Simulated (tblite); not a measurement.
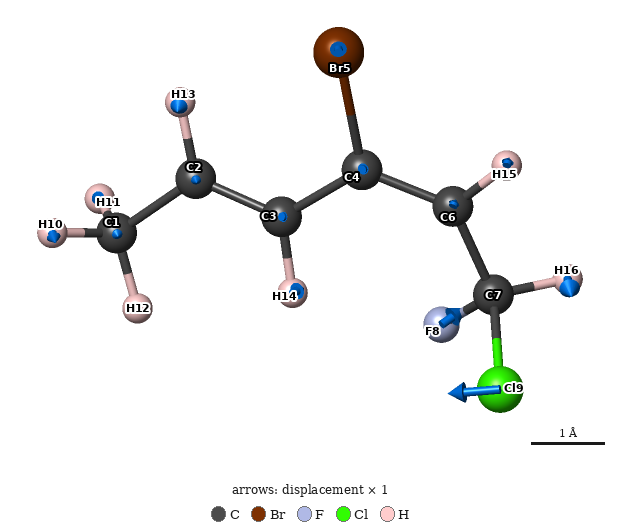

This is a relaxation of C₆H₇BrClF. The starting structure is drawn; blue arrows show the displacements, at their true length. The two geometries are superimposed by the best rigid fit.

Style: ball-and-stick. Shown at a tilt.

Computed with GFN2-xTB geometry optimisation, gas phase in tblite 0.8.0. 

> Atoms of which element are displaced furthest, and by how much?

Chlorine: up to 0.75 Å, against 0.50 Å for hydrogen.

> What happened in the run?

After 79 geometry steps the energy has fallen by 2.82 kcal/mol. The atom that moves furthest after the best rigid fit is Cl9 (0.75 Å). Largest moves by element: Cl 0.75 Å, H 0.50 Å, F 0.44 Å, Br 0.27 Å, C 0.12 Å. Among the contacts that change: C7–Cl9 1.766 → 1.811 Å, C3–C4 1.460 → 1.440 Å, C4–Br5 1.891 → 1.910 Å, C1–C2 1.502 → 1.483 Å. Among the angles between lasting bonds that change: C4–C6–C7 129.6° → 124.8°, C4–C6–H15 117.3° → 120.3°, C6–C7–H16 109.2° → 112.1°. Groups turn about C6–C7 by about 25°. Cost: 2.4 s on 1 thread of Intel(R) Xeon(R) Processor @ 2.50GHz (shared host).
